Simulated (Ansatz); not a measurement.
Input file:

```
crystal:
  lattice:
    - [3.2317720278, 0.0, 0.0]
    - [-1.6158860139, 2.7987966753, 0.0]
    - [0.0, 0.0, 10.8315726435]
  atoms:
    - { symbol: Nb, position: [0.3333333333, 0.6666666667, 0.1907313642] }
    - { symbol: Nb, position: [0.6666666667, 0.3333333333, 0.8092686358] }
    - { symbol: W, position: [0.0, 0.0, 0.0] }
    - { symbol: S, position: [0.6666666667, 0.3333333333, 0.338087792] }
    - { symbol: S, position: [0.3333333333, 0.6666666667, 0.661912208] }
basis:
  ecutwfc: 420
kpoints:
  mp_grid: { grid: [12, 12, 4] }
hamiltonian:
  xc: pbe
scf:
  occupations: { method: gaussian, width: 0.1 }
output:
  forces: true
  stress: true
  eigenvalues: true
  write_density: true
  write_potential: true
  elf: true
  volumetric_format: npy
relax:
  adjacent_minimum: "off"
  f_tol: 0.01
  max_steps: 80
  cell: { stress_tol: 0.05 }
```

Run with:

```sh
ansatz run input.yaml --threads 1 --pin off --max-ram 2560MiB --backend cpu --events-out ev --progress --plain --runs-dir out
```

Below, planes, directions and counts refer to the conventional cell (a = 3.22 Å, b = 3.22 Å, c = 10.90 Å, α = 90.00°, β = 90.00°, γ = 120.00°).

The fields are those of the run's last geometry, not of the input's.

Space group P-3m1; a generated structure, not necessarily the stable one.

Theory: DFT PBE, scalar-relativistic, plane waves, PAW (Ansatz 0.2.0).

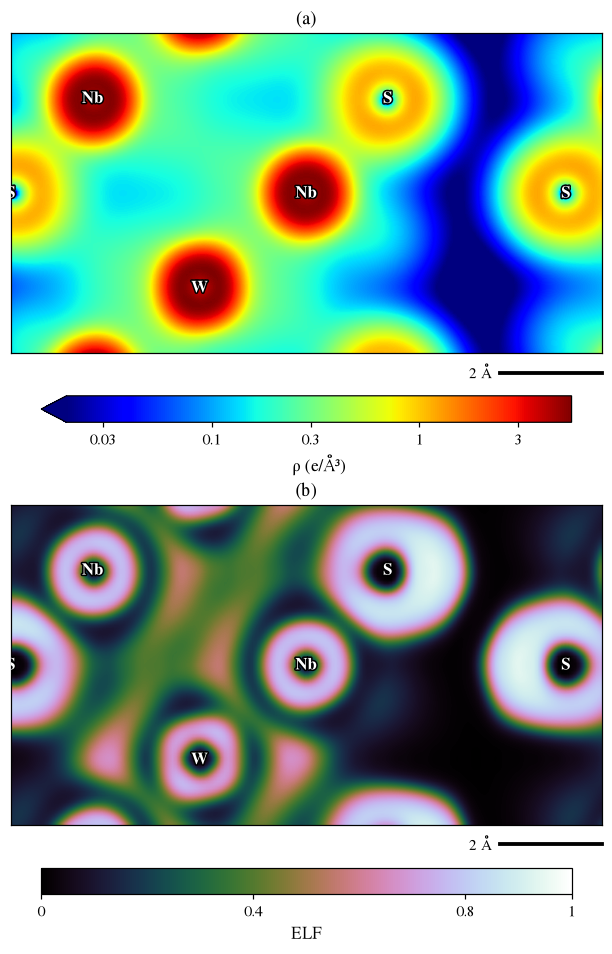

Nb2WS2. (a) valence charge density (pseudo); (b) electron localisation function on the (110) plane of the conventional cell.

Describe what can be read from this map.

The plane passes through Nb, W and S nuclei. Nb–S (2.46 Å): ρ is about 0.54 e/Å³ halfway; the ELF peaks at about 0.85 in the valence shell of S, 0.8 Å from its nucleus, and is about 0.40 at the midpoint. Nb–W (2.80 Å): the density is about 0.36 e/Å³ at the midpoint; the ELF is about 0.35 at the midpoint. Between the atoms the lowest density in this plane is 0.008 e/Å³. The features right at Nb and W lie inside the PAW spheres, where the map follows smoothed inner orbitals and isn't to be read closely.
